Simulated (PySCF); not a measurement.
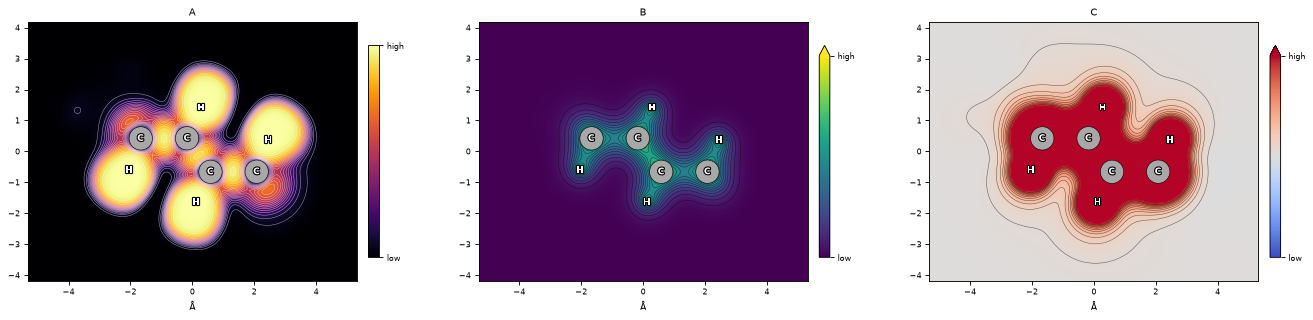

C₅H₁₀ (SMILES C/C=C/CC): 3 fields on the plane of atoms C3, C2 and H9, with unlabelled colour scales. Grey discs cover the atomic cores.

Geometry: GFN2-xTB.

Level of theory: PySCF 2.14.0, PBE0/pcSseg-1, SCF density, gas phase, non-relativistic.

### Match the panels to the quantities (electron density, electron localisation function and electrostatic potential).

Panel A: electron localisation function. Panel B: electron density. Panel C: electrostatic potential (strongly positive close to the atoms and fading to about zero outside). From the grid: C–C (1.32 Å): ρ at the midpoint is about 2.3 e/Å³; the ELF peaks at about 0.90 between the atoms (a multiple bond). C–H (1.08 Å): ρ is about 2 e/Å³ halfway; the ELF climbs to about 1 towards the hydrogen, as it does in any bond to H: a covalent bond by its length.
